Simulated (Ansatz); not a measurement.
**The cluster RuPt2− (doublet): trial inputs and their diagnosis**

3 inputs were typed for the cluster RuPt2− (doublet). Each is run as it stands; the log then has to tell whether the result can be used.

Method: the settings change from run to run; program: Ansatz 0.2.0, Gaussian basis.

## (1) The relaxed structure

The geometry comes from an earlier relaxation with r2SCAN-D4 in a triple-zeta def2 set; it is a stationary point. Pt, Ru take a core potential in def2 sets; no spin-orbit term is included.

3 atoms, charge -1, spin multiplicity 2.

Atoms are counted from 1 here; the program's logs count them from 0.

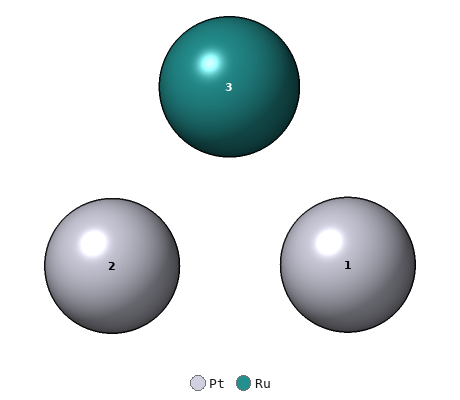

The geometry (platinum light grey, ruthenium teal); atoms are numbered from 1 in the order of the file.

Coordinates:

```xyz
3

Pt   -0.4162   -1.4044    0.1225
Pt   -0.5727    1.0036   -0.9093
Ru    0.9889    0.4008    0.7868
```

## (2) Try 1

File in.yaml:

```yaml
crystal:
  periodic: [false, false, false]
  atoms:
    - {symbol: Pt, position_ang: [-0.416166, -1.404444, 0.122488]}
    - {symbol: Pt, position_ang: [-0.572685, 1.003615, -0.909253]}
    - {symbol: Ru, position_ang: [0.988851, 0.400830, 0.786775]}
basis:
  gaussian: {orbitals: def2-mTZVP}
total_charge: -1
magnetization: {spin_polarized: true, initial_magnetization: 1}
hamiltonian: {xc: {name: wB97X-V}}
output: {forces: true}
```

Launch:

```console
$ ansatz run in.yaml --threads 4 --pin off --events-out ev --progress --plain --max-ram 3916MiB
```

Output:

```text
Functional definition: wB97X-V
  name "wB97X-V"
  cite "Mardirossian & Head-Gordon, Phys. Chem. Chem. Phys. 16, 9904 (2014) doi:10.1039/C3CP54374A"
  cite "Becke, J. Chem. Phys. 107, 8554 (1997) doi:10.1063/1.475007"
  cite "Vydrov & Van Voorhis, J. Chem. Phys. 133, 244103 (2010) doi:10.1063/1.3521275"
  parameter omega = 0.3/bohr
  parameter cx = 0.167
  parameter cx1 = 0.603
  parameter cx2 = 1.194
  parameter css0 = 0.556
  parameter css1 = -0.257
  parameter cos0 = 1.219
  parameter cos1 = -1.850
  parameter b = 6.0
  parameter c = 0.01
  exchange = spin_sum(e_x_unif_sr(omega)*poly(b97_u_x, 1 - cx, cx1, cx2)) + cx*exact_x_sr(omega) + exact_x_lr(omega)
  correlation = spin_sum(e_c_pw_same_spin*poly(b97_u_same, css0, css1))
      + integral(e_c_pw_opposite_spin*poly(b97_u_opposite, cos0, cos1)) + vv10(b, c)
1221 factors; integrals over basis functions are off by at most 8.5e-5 eV
278 factors; integrals over basis functions are off by at most 1.7e-5 eV
mean field evaluation 1: about -9064.2183 eV, gradient 3.6e1 eV
mean field evaluation 2: about -8902.8627 eV, gradient 1.7e2 eV
mean field evaluation 4: about -9070.0133 eV, gradient 7.1e0 eV
mean field evaluation 8: about -9070.4068 eV, gradient 9.6e-1 eV
mean field evaluation 16: about -9071.2562 eV, gradient 4.8e-1 eV
mean field evaluation 32: about -9072.0206 eV, gradient 2.9e-3 eV
mean field evaluation 64: about -9072.0246 eV, gradient 7.0e-9 eV
mean field evaluation 96: about -8955.8997 eV, gradient 1.3e2 eV
mean field evaluation 128: about -8987.3413 eV, gradient 1.7e2 eV
mean field evaluation 160: about -8985.5084 eV, gradient 1.2e2 eV
mean field evaluation 192: about -8984.5040 eV, gradient 1.5e2 eV
mean field evaluation 224: about -8995.9855 eV, gradient 1.8e2 eV
mean field evaluation 256: about -8975.2747 eV, gradient 1.2e2 eV
mean field evaluation 288: about -9037.5163 eV, gradient 1.6e2 eV
mean field evaluation 320: about -9046.4292 eV, gradient 1.7e2 eV
mean field evaluation 352: about -9046.4248 eV, gradient 1.7e2 eV
mean field evaluation 384: about -9054.4078 eV, gradient 1.6e2 eV
mean field evaluation 416: about -9059.4697 eV, gradient 1.8e2 eV
mean field evaluation 448: about -9067.9641 eV, gradient 1.4e1 eV
mean field evaluation 480: about -9069.2821 eV, gradient 6.5e-1 eV
mean field evaluation 512: about -9069.6973 eV, gradient 6.3e-1 eV
mean field evaluation 544: about -9071.3464 eV, gradient 7.3e-1 eV
mean field evaluation 576: about -9072.0205 eV, gradient 1.5e-1 eV
mean field evaluation 608: about -9070.7919 eV, gradient 1.6e-1 eV
mean field evaluation 640: about -9071.6804 eV, gradient 3.3e-3 eV
mean field evaluation 672: about -9064.2183 eV, gradient 3.6e1 eV
mean field evaluation 704: about -9071.5953 eV, gradient 9.4e-1 eV
Error: SIGTERM received: run cancelled behind 722 evaluations of the mean field
```

Wall time 3 min (4 threads of Intel Xeon 6975P-C, shared host).

What is wrong: The clock ran out, after 722 evaluations of the mean field. What it printed up to there is unfinished. The size of the job: 3 atoms, 105 basis functions. The cure: allow more time or more cores.

## (3) Try 2

File in.yaml:

```yaml
crystal:
  periodic: [false, false, false]
  atoms:
    - {symbol: Pt, position_ang: [-0.416166, -1.404444, 0.122488]}
    - {symbol: Pt, position_ang: [-0.572685, 1.003615, -0.909253]}
    - {symbol: Ru, position_ang: [0.988851, 0.400830, 0.786775]}
basis:
  gaussian: {orbitals: "6-311G**"}
total_charge: -1
magnetization: {spin_polarized: true, initial_magnetization: 1}
hamiltonian: {xc: {name: RPBE}}
scf: {omitted_lower_state_checks: [starts]}
```

The command is unchanged.

Output:

```text
Error: <dir> can't be read: No such file or directory (os error 2)
```

It took 0.05 s on 4 threads of Intel Xeon 6975P-C, shared host.

Diagnosis: The program refused the input before any cycle. The line that matters: «<dir> can't be read: No such file or directory (os error 2)» No basis of that name is known. What to do: name a listed orbital basis.

## (4) Try 3

File in.yaml:

```yaml
crystal:
  periodic: [false, false, false]
  atoms:
    - {symbol: Pt, position_ang: [-0.403366, -1.356678, 0.344725]}
    - {symbol: Pt, position_ang: [-0.704551, 1.280372, -0.905161]}
    - {symbol: Ru, position_ang: [1.198282, 0.231821, 0.505181]}
basis:
  gaussian: {orbitals: def2-mTZVPP, final_grid: {core_spheres: 5, valence_spheres: 4, degree: 11}, nuclear_model: gaussian}
total_charge: -1
magnetization: {spin_polarized: true, initial_magnetization: 1}
hamiltonian: {xc: {name: HF}}
correlation: {method: mp2, frozen_orbitals: {Pt: 9}}
scf: {lower_state_search: off}
output: {forces: true}
```

Same command.

Output:

```text
Functional definition: HF
  name "HF"
  cite "Fock, Z. Phys. 61, 126 (1930) doi:10.1007/BF01340294"
  parent pbe
  exchange = exact_x
  correlation = 0
these checks for a lower state are left out or cut short: starts, cluster_reference, orbital_swaps, neighbouring_geometries, increment
Error: "frozen_orbitals" has no count for Ru
```

Wall time 0.05 s (4 threads of Intel Xeon 6975P-C, shared host).

**Diagnosis.** The program refused the input. Frozen orbitals are typed for one element alone, and the program wants a count for each. Its coordinates are also moved off the relaxed structure (shortest distance 2.26 Å, against 2.38 Å), and have to be restored too. To mend it, leave frozen_orbitals out, or give every element a count that its core really has.

## (5) Summary

```tsv
try	level	ended	cause	time
1	wB97X-V/def2-mTZVP	timeout	the time limit	3 min
2	RPBE/6-311G**	refused	no basis of that name is known	0.05 s
3	MP2/def2-mTZVPP	refused	frozen orbitals are typed for one element alone, and the program wants a count for each	0.05 s
```

1 timeout, 2 refused. A refusal costs next to no computing time.
